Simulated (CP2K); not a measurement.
Consider vinyl acetate at its PBE geometry (Å).

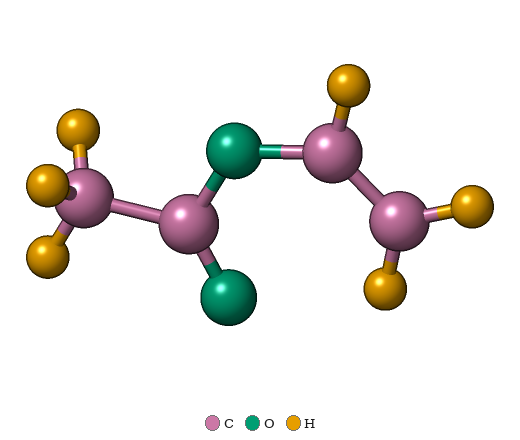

The molecule (carbon pink, oxygen teal, hydrogen orange).

```xyz
12

C     2.1332   -0.5027   -0.0324
C     0.7056   -0.1869   -0.3934
O     0.2467   -0.1383   -1.5156
O    -0.0241    0.0429    0.7579
C    -1.3837    0.3560    0.7595
C    -2.2291    0.5209   -0.2611
H     2.1732   -1.4032    0.5950
H     2.7090   -0.6606   -0.9480
H     2.5685    0.3194    0.5506
H    -1.6945    0.4602    1.7983
H    -1.9457    0.4239   -1.3018
H    -3.2592    0.7684   -0.0089
```

Method: CP2K XAS_TDP, all-electron GAPW, PBEh(45%), aug-cc-pVDZ, TDA, GW2X-corrected core level, no relativity.

Question: Where do the C K-edge lines lie, and how strong are they?

Leading lines: C1 291.62 eV, C2 290.17 eV, C5 288.97 eV and C6 287.23 eV. The leading line of an atom is its first one with 35 % of the strongest within 2.5 eV of its lowest line over the strength cut. Core ionisation energies at this level: C2 296.71, C5 293.96, C1 292.95 and C6 292.01 eV.

The first six lines of each atom with a strength over 0.0015:

```tsv
atom	energy (eV)	states	strength, one atom	above the computed threshold
C1 (bonded to C and 3 H)	290.73	1	0.0047	
	291.62	1	0.0230	
	291.69	1	0.0215	
	292.73	1	0.0082	
	293.21	1	0.0154	yes
	293.52	1	0.0059	yes
C2 (bonded to C and 2 O)	290.17	1	0.0742	
	295.85	1	0.0048	
	296.06	1	0.0112	
	296.29	1	0.0153	
	296.41	1	0.0032	
	296.66	1	0.0073	
C5 (bonded to C, O and H)	288.97	1	0.0555	
	291.77	1	0.0244	
	292.37	1	0.0029	
	292.73	1	0.0148	
	293.06	1	0.0134	
	294.30	1	0.0017	yes
C6 (bonded to C and 2 H)	287.23	1	0.0476	
	290.17	1	0.0081	
	290.95	1	0.0063	
	290.97	1	0.0015	
	291.07	1	0.0029	
	291.63	1	0.0038
```

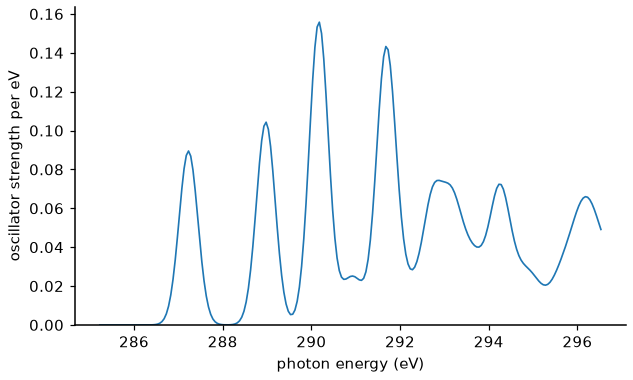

All atoms added, broadened by 0.5 eV.

Lines are vertical, at one geometry, with no vibrational structure. GW2X ionisation energies and lines can be off by 1 to 2 eV either way, and a good line position may hide errors that cancel. These values hold no scalar relativity, about 0.1 eV for C 1s. Rydberg lines, and the discretised continuum above threshold, depend on the basis and the box.

[Banner, clock and machine lines of the logs are left out without a mark of their own.]

[Logs are printed without paths, hosts, clocks, repeated set-up lines and the standing remarks that a program may print on its own settings, such as how far it seeks lower states.]

[Hosts, paths, dates, database ids (printed as entryN), source tags and the programs' standing remarks are cut or masked in the printed files.]
